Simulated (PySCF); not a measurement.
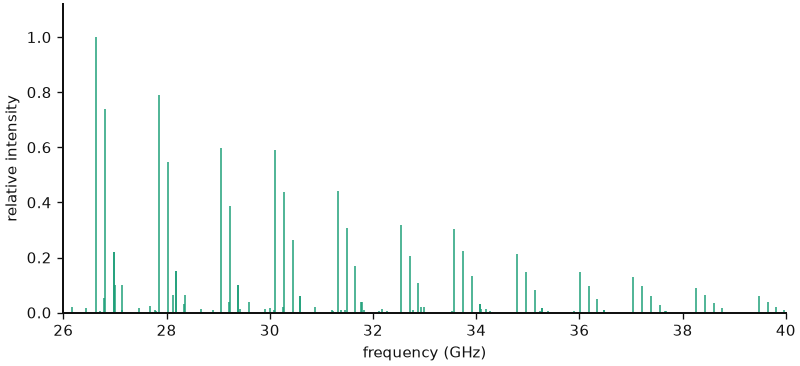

Simulated rotational absorption lines between 26 and 40 GHz at 1.5 K: rigid rotor with the equilibrium constants and dipole of one optimised conformer (PBE0-D3(BJ)/def2-SVP, PySCF 2.14.0), commonest isotopes; no centrifugal distortion, hyperfine structure, internal rotation or nuclear-spin weights; lines within 1 MHz of each other are summed.

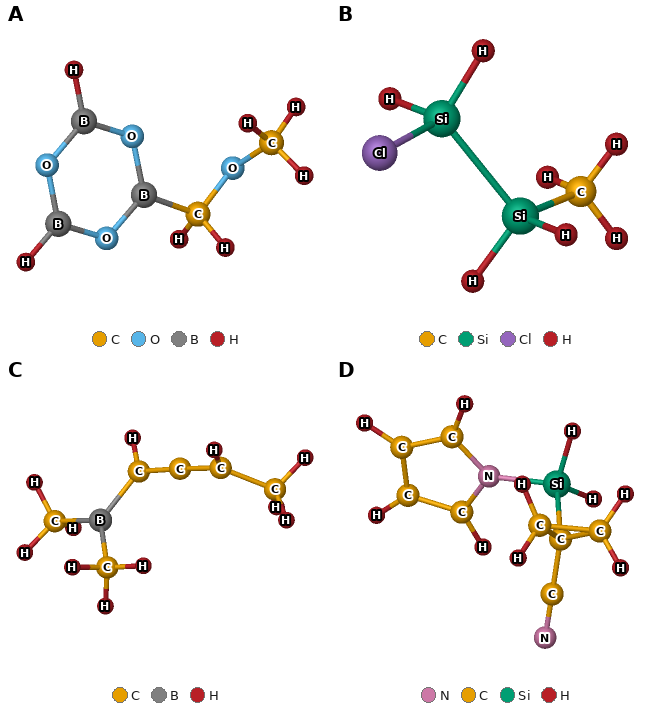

**Which molecule gives this spectrum? Choose among the lettered structures.**

Structure D, C₈H₁₀N₂Si, SMILES N#CC1([SiH2]n2cccc2)CC1. Rotational constants A, B, C = 1.735, 0.6501, 0.5639 GHz, |μa|, |μb|, |μc| = 1.11, 4.14, 0.06 D.

Known limits of this run: coarse grid, loose stop and no frequency check, small forces are noise and the end may be a saddle.
